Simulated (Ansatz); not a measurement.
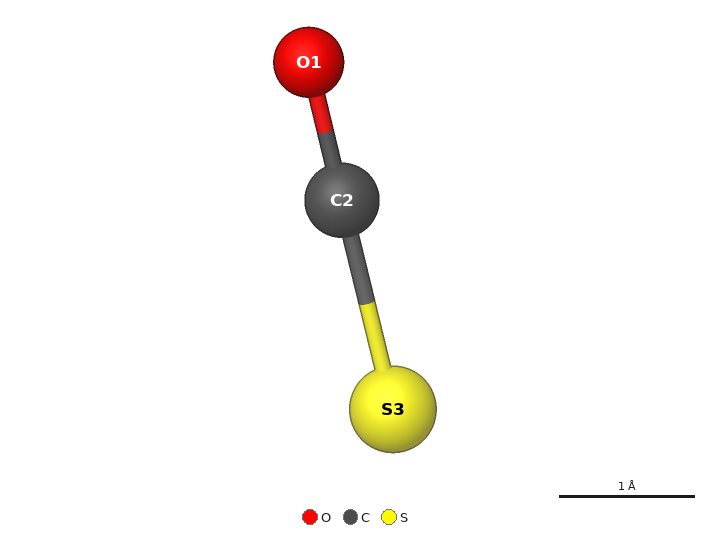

Figure made from data computed with Ansatz.

Orthographic view. Depth is shown by fading: the farther an atom, the more it takes the colour of the background. The species has charge +1 and is a spin doublet. Geometry: a fixed input geometry, not necessarily a minimum.

Write a Z-matrix (Å, degrees) in the order of the atom numbers, with these reference atoms: 2 to 1; 3 to 2, 1.

```
O  
C    1   1.100
S    2   1.667   1   179.9
```
